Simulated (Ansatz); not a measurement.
**Converging the plane-wave cutoff: Sr₂GaSi (Amm2, 4 atoms in the cell)**

```
Sr2GaSi
1.0
    4.24356     0.00000     0.00000
    0.00000     2.36850     5.90912
    0.00000    -2.36850     5.90912
Sr Ga Si
2 1 1
Direct
  0.50000   0.64347   0.64347
  0.00000   0.35878   0.35878
  0.50000   0.93840   0.93840
  0.00000   0.06359   0.06359
```

Method: LDA (PW92), default PAW files made with PBE (plane waves; Ansatz, an electronic-structure program).

Base settings: basis.ecutwfc = 30.9 Ry; kpoints.mp_grid.grid = 5 5 5; hamiltonian.xc = lda; hamiltonian.pseudopotentials = {kind: paw} (the program's default PAW files); scf.occupations.method = gaussian; scf.occupations.width = 0.0073 Ry.

The second cell is the first with its lattice scaled by 0.98.

The mesh stays at the base's, so the ladder's end is converged at best in this setting alone.

The first pressure column holds Ansatz's estimate of the finite-basis (Pulay) stress, which hides part of the cutoff error; the other is without it.

Only quantities that move along the ladder and can be compared are tabulated.

The count of work is k-points × plane waves × bands × iterations; it is no time. 

The starting cell comes from a database of computed structures (which also holds hypothetical and non-ambient phases and stackings), without a prior relaxation at this level. Its lattice was rescaled by up to half a per cent. One atom was moved a little off its site on purpose. In the base run, with a pressure of about -3 GPa the cell is away from its equilibrium volume at this level.

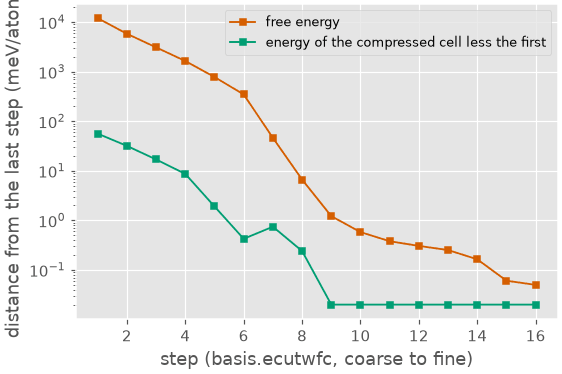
Distance from the last step along the ladder; very small values are drawn at a floor.

| basis.ecutwfc | free energy less the last step's (meV/atom) | energy of the compressed cell less the first (meV/atom) | pressure (GPa) | pressure without the Pulay estimate (GPa) | largest difference of a force vector from the last step's (eV/Å) | count of work / last |
|---|---|---|---|---|---|---|
| 10.7 Ry | 12059.01 | -79.66 | -5.13 | -189.73 | 0.150 | 0.064 |
| 12.5 Ry | 5839.74 | 8.65 | -3.22 | -110.89 | 0.055 | 0.078 |
| 14 Ry | 3104.67 | -6.28 | -3.12 | -71.61 | 0.072 | 0.083 |
| 15.4 Ry | 1646.84 | -31.95 | -3.12 | -46.42 | 0.061 | 0.093 |
| 16.9 Ry | 782.96 | -25.17 | -3.25 | -27.83 | 0.035 | 0.11 |
| 18.4 Ry | 348.48 | -22.83 | -3.13 | -16.10 | 0.015 | 0.12 |
| 21.7 Ry | 46.30 | -22.51 | -3.12 | -5.48 | 0.011 | 0.16 |
| 24.6 Ry | 6.67 | -23.02 | -3.17 | -3.56 | 0.006 | 0.19 |
| 27.9 Ry | 1.22 | -23.24 | -3.19 | -3.23 | 0.001 | 0.23 |
| 30.9 Ry | 0.58 | -23.25 | -3.19 | -3.21 | 0.000 | 0.27 |
| 33.8 Ry | 0.38 | -23.25 | -3.19 | -3.20 | 0.000 | 0.31 |
| 37.1 Ry | 0.31 | -23.25 | -3.19 | -3.19 | 0.000 | 0.35 |
| 41.5 Ry | 0.25 | -23.25 | -3.19 | -3.20 | 0.000 | 0.42 |
| 46.3 Ry | 0.16 | -23.26 | -3.19 | -3.20 | 0.000 | 0.49 |
| 54 Ry | 0.06 | -23.26 | -3.19 | -3.20 | 0.000 | 0.62 |
| 61.7 Ry | 0.03 | -23.26 | -3.19 | -3.19 | 0.000 | 0.75 |
| 74.2 Ry | 0.00 | -23.26 | -3.19 | -3.19 | 0.000 | 1.0 |

Coarsest basis.ecutwfc that holds the pressure without the Pulay estimate within 1 GPa of the last step, with all finer ones: 24.6 Ry, at 0.19 of the last step's count of work; the step before is off by 2.3 GPa.

Coarsest basis.ecutwfc that holds the energy of the compressed cell less the first within 1 meV/atom of the last step, with all finer ones: 18.4 Ry, at 0.12 of the last step's count of work; the step before is off by 1.9 meV/atom.

Coarsest basis.ecutwfc that holds the pressure within 0.5 GPa of the last step, with all finer ones: 12.5 Ry, at 0.078 of the last step's count of work; the step before is off by 1.9 GPa.

The energy difference between the two cells stays within 1 meV/atom of the last step's from 18.4 Ry on, the total only from 30.9 Ry on: much of the error is common to both cells and cancels.

At the lowest cutoff the pressure without the Pulay estimate lies 187 GPa under the last step's, the usual sign of Pulay stress in an incomplete plane-wave basis.

Keys are those of Ansatz 0.2.
